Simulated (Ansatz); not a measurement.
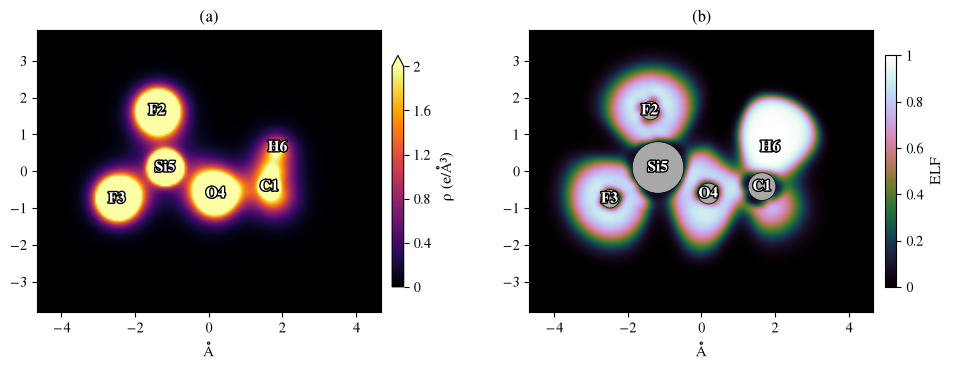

Figure. CH₃F₂OSi (SMILES CO[Si+](F)F) (charge +1). (a) total electron density; (b) electron localisation function on the plane of atoms F2, Si5 and F3. Grey discs cover the atomic cores in the ELF map.

Geometry: PBE0-D3(BJ)/pcseg-1.

These are results of isolated molecule in a Gaussian basis; Kohn-Sham density functional theory, functional PBE0 in Ansatz, not measurements.

Input file:

```
basis:
  gaussian:
    orbitals: def2-TZVPD
crystal:
  periodic: [false, false, false]
  atoms:
    - {symbol: C, position_ang: [-0.683454, -1.507498, -0.385586]}
    - {symbol: F, position_ang: [2.684723, -2.820081, -1.037244]}
    - {symbol: F, position_ang: [2.831629, -2.500394, 1.571689]}
    - {symbol: O, position_ang: [0.530363, -1.839512, 0.369699]}
    - {symbol: Si, position_ang: [1.973579, -2.374867, 0.278852]}
    - {symbol: H, position_ang: [-0.521288, -1.720393, -1.442855]}
    - {symbol: H, position_ang: [-0.861237, -0.447720, -0.201206]}
    - {symbol: H, position_ang: [-1.472136, -2.126341, 0.043060]}
total_charge: 1
hamiltonian:
  xc: pbe0
output: {forces: true, orbitals: {seedname: orbitals}}
```

Run with:

```sh
ansatz run input.yaml --threads 1 --pin off --max-ram 2610MiB --events-out events.jsonl --progress --plain --runs-dir runs
```

Read the bonding off the picture.

Answer. The section cuts through C, F, O, Si and H sites. C–O (1.47 Å): ρ is about 1.7 e/Å³ halfway, with its minimum of 1.3 e/Å³ about 0.5 Å from C; the ELF peaks at about 0.85 between the atoms (a polar covalent bond). Si–O (1.54 Å): ρ is about 1.4 e/Å³ halfway; the ELF peaks at about 0.85 between the atoms: a short, strongly polar bond. Si–F (1.56 Å): ρ is about 1.3 e/Å³ halfway; the ELF peaks at about 0.85 in the valence shell of F, 0.6 Å from its nucleus, and is about 0.55 at the midpoint. C–H (1.09 Å): the density is about 2.2 e/Å³ at the midpoint; the ELF climbs to about 1 towards the hydrogen, as it does in any bond to H (a covalent bond by its length). The ELF also peaks beside F3, O4 and F2, away from the bonds: lone-pair regions.
